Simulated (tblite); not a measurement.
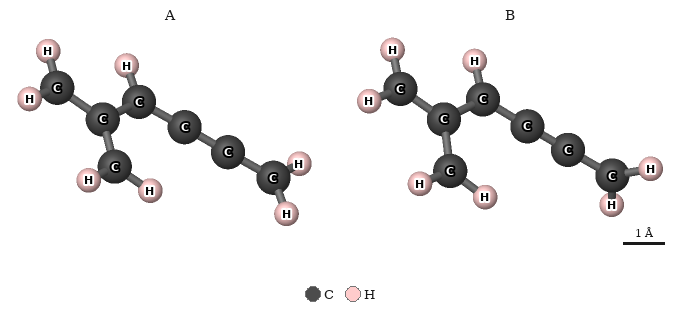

Two geometries of C7H7 (multiplicity 2), drawn at one scale. One is the start of a relaxation, the other its converged end. Style: ball-and-stick. Shown at a tilt.

These are results of GFN2-xTB geometry optimisation, gas phase in tblite 0.8.0, not measurements. 

Q: Which of the two is the end point?

A: Structure A is the relaxed one. An H atom moves most after the best rigid fit: 1.25 Å. By element the largest moves are H 1.25 Å, C 0.15 Å. Among the contacts that change: C–C 1.457 → 1.384 Å, C–C 1.194 → 1.256 Å, C–C 1.325 → 1.382 Å, C–H 1.095 → 1.075 Å. Bond angles that change, for instance: C–C–C 117.9° → 122.0°, C–C–C 123.6° → 119.7°, H–C–H 114.7° → 117.5°. After 79 geometry steps the energy has fallen by 215.3 kJ/mol. Cost: 0.4 s on 1 thread of Arm Neoverse V1 (shared host).
